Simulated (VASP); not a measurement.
Band structure of BeBr2 (space group Ibam). These are r2SCAN meta-GGA, VASP's PBE PAW potentials (set 64) (plane waves; VASP 6.6.1) values and carry that method's errors.

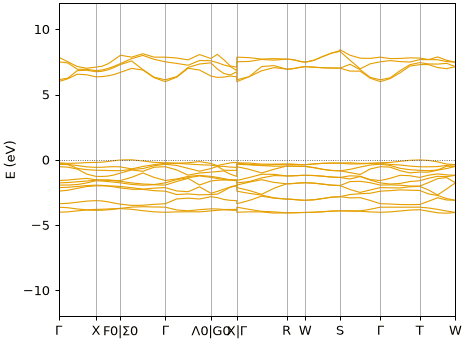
Figure: Bands along high-symmetry lines, zero at the valence-band maximum or, without a gap, the Fermi level

**Question.** Read the plot: is there a gap, and where are the band edges?

**Answer.** The gap is indirect, 5.99 eV, from the valence maximum at (-0.33, 0.33, 0.17) to the conduction minimum at Γ.

The structure comes from a computed database's BeBr2 entry (Ibam); how it stands against other phases isn't given here. It was relaxed first.
